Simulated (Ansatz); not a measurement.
**FH2In2NSi: density, localisation and related maps**

Input

```
crystal:
  periodic: [false, false, false]
  atoms:
    - {symbol: F, position_ang: [1.173655, 1.742202, 0.232224]}
    - {symbol: In, position_ang: [1.473224, 2.044393, -2.528066]}
    - {symbol: In, position_ang: [-1.998676, 0.505554, -3.069286]}
    - {symbol: "N", position_ang: [-0.398627, 1.154724, -1.844992]}
    - {symbol: Si, position_ang: [-0.313971, 1.089998, -0.149130]}
    - {symbol: H, position_ang: [-1.297385, 1.929173, 0.606739]}
    - {symbol: H, position_ang: [-0.297726, -0.272163, 0.472866]}
basis:
  gaussian: {orbitals: def2-TZVPD}
output: {forces: true, orbitals: {seedname: orbitals}}
hamiltonian: {xc: pbe0}
```

Run with:

```sh
ansatz run input.yaml --threads 2 --pin off --max-ram 4350MiB --events-out events.jsonl --progress --plain --runs-dir runs
```

Geometry: PBE0-D3(BJ)/def2-SVP; core potentials replace the inner electrons of In.

These are results of Ansatz 0.2.0, isolated molecule in a Gaussian basis; Kohn-Sham density functional theory, functional PBE0, not measurements.

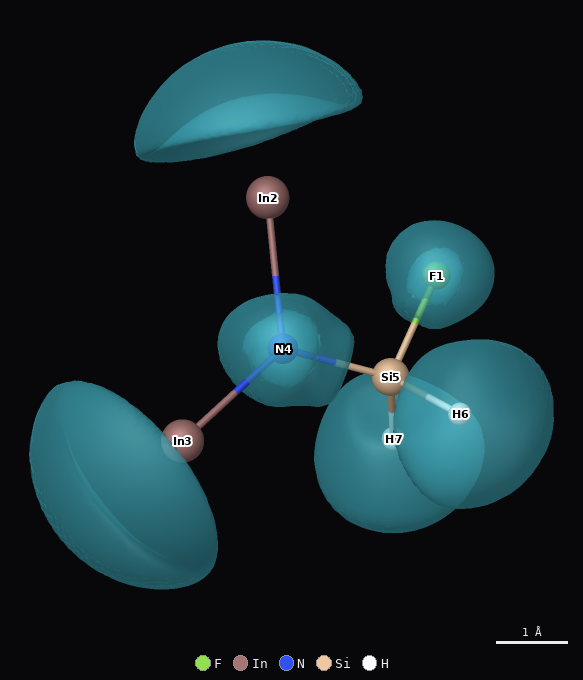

Figure 1. Isosurface of the electron localisation function at 0.75 (cyan), seen at a tilt. Core shells and regions of very low density are left out.

What do the ELF domains correspond to?

The surface consists of two regions around hydrogen nuclei, two lobes on In, pointing away from the bonds (lone pairs), one region wrapped around F (its valence shell) and one region wrapped around N (its valence shell). Along the contacts the grid gives the following. Si–F (1.67 Å): the ELF peaks at about 0.85 in the valence shell of F, 0.6 Å from its nucleus, and is about 0.60 at the midpoint. Si–N (1.70 Å): the ELF peaks at about 0.90 between the atoms, as expected for a shared but strongly polarised pair.

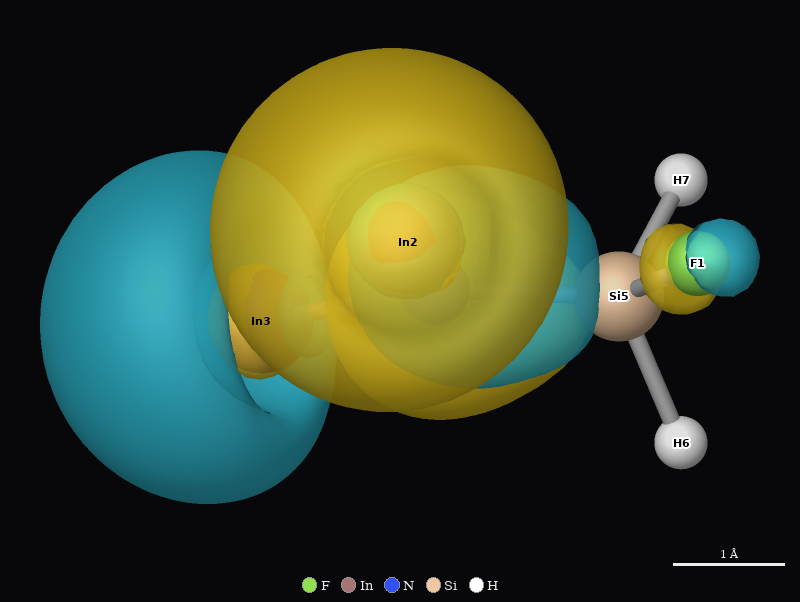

Figure 2. The HOMO at ±0.08 Å⁻³ᐟ² (yellow and cyan are the two phases), seen from one side.

What is the character of this orbital?

By Hirshfeld shares it lies mainly on In2 (about 35 %), In3 (about 30 %) and N4 (about 25 %). Its energy is −6.10 eV.
